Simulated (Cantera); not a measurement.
Input: 1 mol (CH3)2SiCl2, 0.083 mol C3H8, a varied amount of H2, held at 2052 °C and 0.340 bar.

Equilibrium computed with Cantera from the NASA thermochemical tables; the gas is ideal and each condensed phase is pure. Candidate condensed phases: C, C6H6, C7H8, C8H18, Si, SiC; 109 gas species. The feed counts by its element totals alone. The tables' values for SiCl, SiCl3 are old estimates; treat these amounts as uncertain. Gases not in the tables: Si2H6 and higher silanes. The numbers say what is thermodynamically allowed, not how fast it happens.

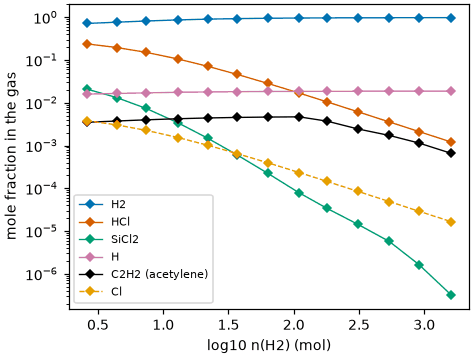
Figure. Equilibrium gas composition (values under 1e-9 drawn at 1e-9)

Q: Read off the mole fractions at 910 mol H2.

A: H2 about 0.98, H about 0.019, HCl about 0.0021, C2H2 (acetylene) about 0.0011, Cl about 2.9e-5, SiCl2 about 1.6e-6.
